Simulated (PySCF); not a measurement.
# CH4BrFGe: what the fields show

```xyz
8

F     1.3677   -1.0172    0.9258
C     0.9457   -0.2414   -0.1081
Ge   -1.0203    0.0512    0.0123
Br    1.7879    1.5185    0.0423
H     1.3294   -0.6854   -1.0297
H    -1.4114    0.9255   -1.1296
H    -1.7146   -1.2701   -0.0503
H    -1.2753    0.7283    1.3128
```

Geometry: GFN2-xTB.

Level of theory: wB97X-D/def2-SVPD, SCF density, gas phase (PySCF 2.14.0).

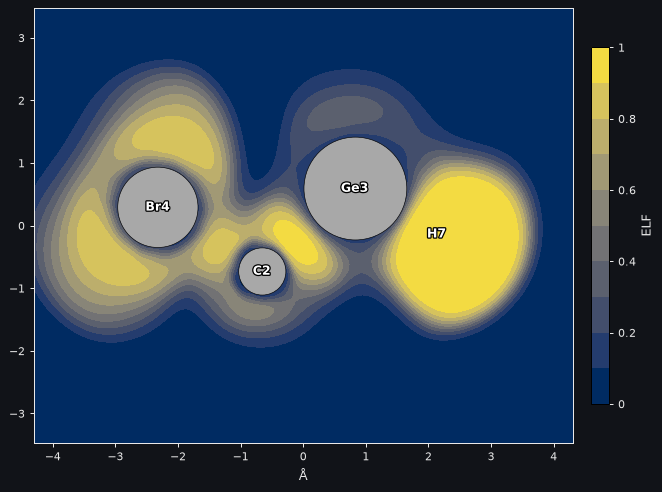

Figure 1. Electron localisation function on the plane of atoms Ge3, C2 and Br4. Grey discs cover the atomic cores.

Question: What does the map show?

Answer:
- The plane passes through C, Ge, Br and H nuclei.
- C–Br (1.96 Å): the ELF peaks at about 0.90 between the atoms (localised, covalent bonding).
- C–Ge (1.99 Å): the ELF peaks at about 0.95 in the valence shell of C, 0.7 Å from its nucleus, and is about 0.75 at the midpoint.
- Ge–H (1.49 Å): the ELF climbs to about 1 towards the hydrogen.
- The ELF also peaks beside Br4, away from the bonds: lone-pair regions.

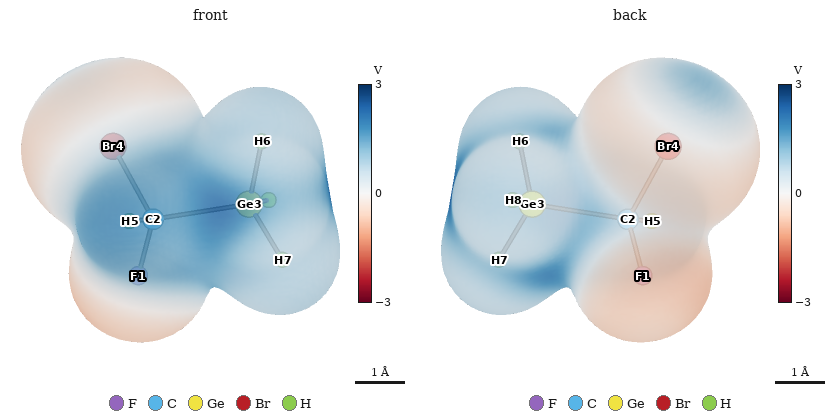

Figure 2. The electrostatic potential painted on the density surface at 0.004 e/bohr³, seen from the front and from behind; red is negative and blue positive.

Question: Where is the surface potential most negative and most positive?

Answer: The most negative region (about −0.8 V, or −18 kcal/mol for a unit charge) lies over F1, the most positive (about +2.3 V, or +53 kcal/mol for a unit charge) over Ge3. Br4 shows a σ-hole: about +1.3 V, or +30 kcal/mol for a unit charge at the tip opposite its bond, against about −0.4 V, or −9 kcal/mol for a unit charge on its flanks.

Question: What dipole moment does the calculation give?

Answer: Its dipole moment is 1.98 D.
